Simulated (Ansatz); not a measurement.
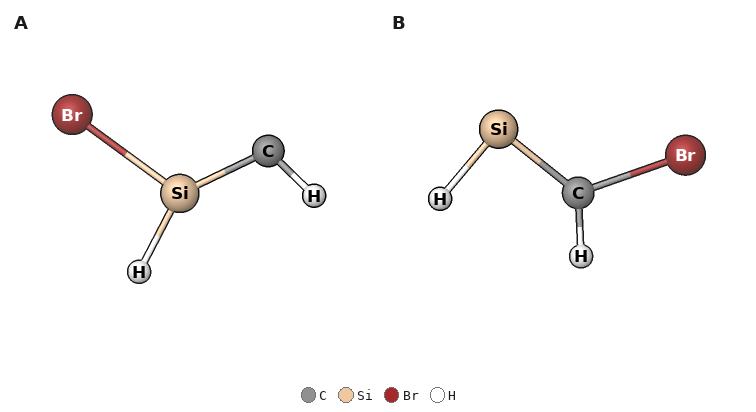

2 stationary structures of one formula. The species has charge −1 and is a spin singlet. Geometries: PBE0-D4/def2-TZVPD. Electronic energies: B3LYP-D4/def2-TZVPPD (Ansatz 0.2.0), without zero-point energy. No frequency run is at hand to confirm each as a minimum.

**Which structure is the most stable?**

B is lowest (Cs); A lies 0.186 eV above it (Cs).
